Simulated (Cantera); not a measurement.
Feed: 1 mol FeS, a varied amount of H₂, 8.7 mol H₂O, equilibrated at 1598 K and 0.740 bar.

Method: chemical equilibrium by Gibbs-energy minimisation in Cantera with the NASA 1993 tables (ideal gas, pure condensed phases). Candidate condensed phases: Fe, FeO, Fe(OH)₂, Fe(OH)₃, FeS, FeSO₄, FeS₂, Fe₂O₃, Fe₂(SO₄)₃, Fe₃O₄, H₂O, H₂SO₄, S; 22 gas species. Metal and sulfide melt together well below either melting point, which pure phases cannot show. Mutual solubility and eutectic melting of coexisting phases are not modelled. The tables' stoichiometric FeO is somewhat more stable than real wüstite, so its field is too wide. FeO, FeS: taken at fixed stoichiometry. Equilibrium is a limit: real reactors are often held back by kinetics, nucleation or transport.

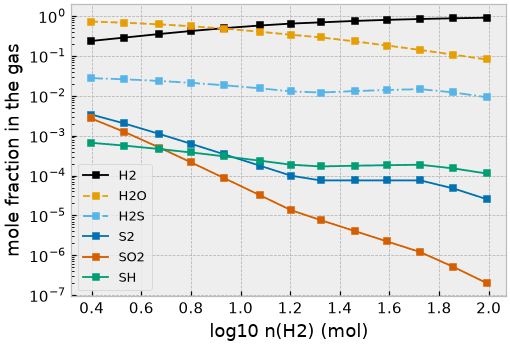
Figure. Equilibrium gas composition (values under 1e-9 drawn at 1e-9)

Read off the mole fractions at 39 mol H₂.

H₂ about 0.80, H₂O about 0.18, H₂S about 0.014, SH about 0.00018, S₂ about 7.5e-5, SO₂ about 2.2e-6.
